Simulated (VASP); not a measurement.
Band structure of BN (wurtzite). Level of theory: TPSS meta-GGA, VASP's PBE PAW potentials (set 64) (plane waves; VASP).

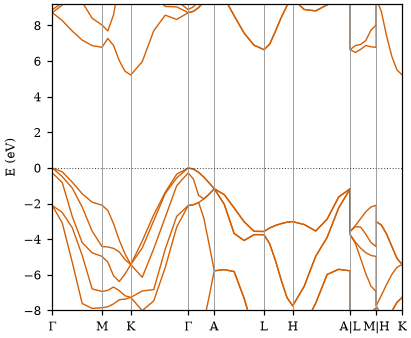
Bands along high-symmetry lines, zero at the valence-band maximum or, without a gap, the Fermi level

**Question.** Read the plot: is there a gap, and where are the band edges?

**Answer.** The gap is indirect, 5.22 eV, from the valence maximum at Γ to the conduction minimum at K.

The compound is BN in the wurtzite structure, a metastable high-pressure form. It was relaxed first.
